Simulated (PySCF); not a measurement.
C$_{3}$H$_{5}$NO, SMILES `C1=NCOC1`.

Computed with PySCF, B3LYP/def2-SVPD, geometry: GFN2-xTB. No frequency check shows the geometry to be a minimum.

Coordinates in Å:

```
C1       0.6620    0.9812    0.0000
N2      -0.5901    1.0959    0.0002
C3      -1.1601   -0.2119   -0.0004
O4      -0.0975   -1.1665    0.0003
C5       1.1208   -0.4511   -0.0003
H6       1.3252    1.8274    0.0000
H7      -1.7879   -0.3443    0.8912
H8      -1.7879   -0.3443   -0.8913
H9       1.7125   -0.6936    0.8930
H10      1.7125   -0.6936   -0.8930
```

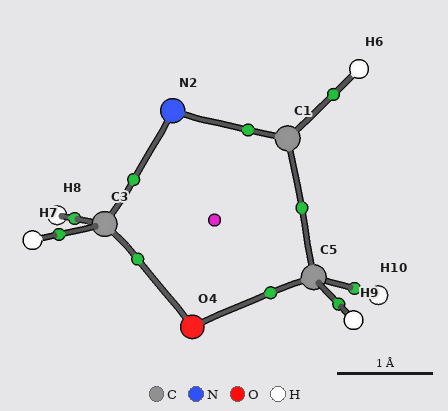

Molecular graph of the electron density (QTAIM): bond paths, bond critical points (green), ring points (magenta, if any); weak paths are dashed.

**How many critical points of each kind are there, and does the count close?**

10 nuclei, 10 bond, 1 ring and 0 cage critical points: 10 − 10 + 1 − 0 = 1, as the Poincaré–Hopf relation requires.

**Give the properties at the bond critical points.**

```csv
bond,length (Å),ρ (a.u.),∇²ρ (a.u.),ε,H (a.u.)
C1–N2,1.257,0.397,−0.71,0.22,−0.730
N2–C3,1.427,0.297,−0.93,0.07,−0.360
C1–H6,1.075,0.292,−1.17,0.01,−0.327
C3–H8 (2 alike),1.098,0.284,−1.09,0.04,−0.307
C5–H10 (2 alike),1.098,0.279,−1.04,0.05,−0.299
C1–C5,1.504,0.262,−0.63,0.07,−0.218
O4–C5,1.413,0.261,−0.49,0.01,−0.366
C3–O4,1.428,0.255,−0.53,0.08,−0.339
```

**What kind of interaction is O4–C5?**

Shared-shell (covalent): ρ = 0.261, ∇²ρ = −0.49, H = −0.366 a.u.
